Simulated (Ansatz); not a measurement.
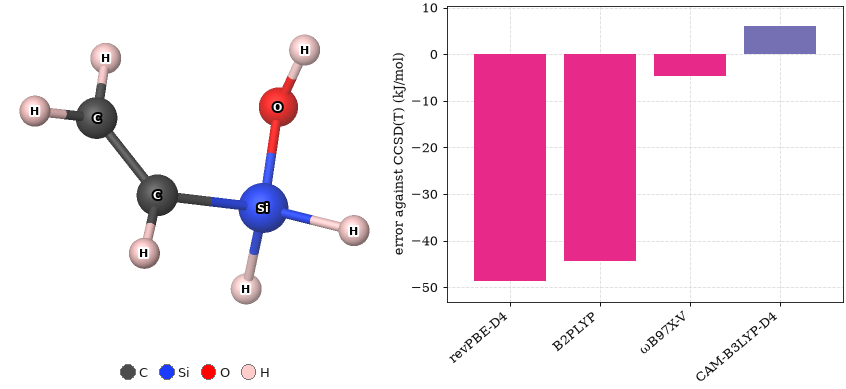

Error in the electronic atomisation energy (method less reference, so positive means overbinding) of C₂H₆OSi, SMILES C=C[SiH2]O: functionals in def2-TZVPP against frozen-core CCSD(T) at the limit (MP2 extrapolated from triple and quadruple zeta, plus CCSD(T) less MP2 in a smaller set), which gives 3825.1 kJ/mol, at a PBE0-D4/def2-TZVP geometry (a minimum by its frequencies), no zero-point or spin-orbit term, the Ansatz code 0.2.0. The reference leaves out core correlation, a term that grows with the number of heavy atoms. B2PLYP holds a correlation term that converges slowly with the basis, so part of the distance to the limit is basis error. No dispersion term is added to B2PLYP.

### Which of these levels overbind, and which underbind?

Overbind: none clearly. Underbind: revPBE-D4 and B2PLYP. Within 20 kJ/mol of zero, too close to call in view of what the reference leaves out: ωB97X-V and CAM-B3LYP-D4.

### Give the values.

```
       level  kJ/mol
   revPBE-D4   −48.7
      B2PLYP   −44.3
     ωB97X-V    −4.6
CAM-B3LYP-D4     6.0
```

Caveats, for all or some of the runs: one conformer of a flexible molecule.
